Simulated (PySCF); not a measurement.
Molecule: B(CCH)2(H), SMILES C#CBC#C. Atoms near the plane z = 1.2 Å, at the CAM-B3LYP/def2-SVP optimised geometry (x, y, z in Å): B1 (-0.9, -1.1, 0.0), C2 (-1.7, 0.2, 0.0), C3 (-2.3, 1.2, 0.0), H4 (-2.9, 2.1, 0.0), C5 (0.6, -1.1, 0.0), C6 (1.8, -1.1, 0.0), H7 (2.9, -1.1, 0.0), H8 (-1.5, -2.1, 0.0).

Calculation: CAM-B3LYP/def2-TZVP in PySCF. The values are rescaled to run from 0 to 1.

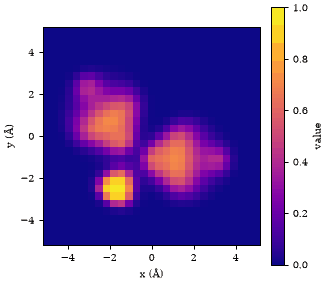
Figure. a field on the plane z = 1.2 Å.

Q: Which quantity is mapped?
A) Laplacian of the electron density
B) deformation density (molecule minus spherical neutral atoms)
C) electron localisation function
D) log10 of the electron density

A: C, electron localisation function
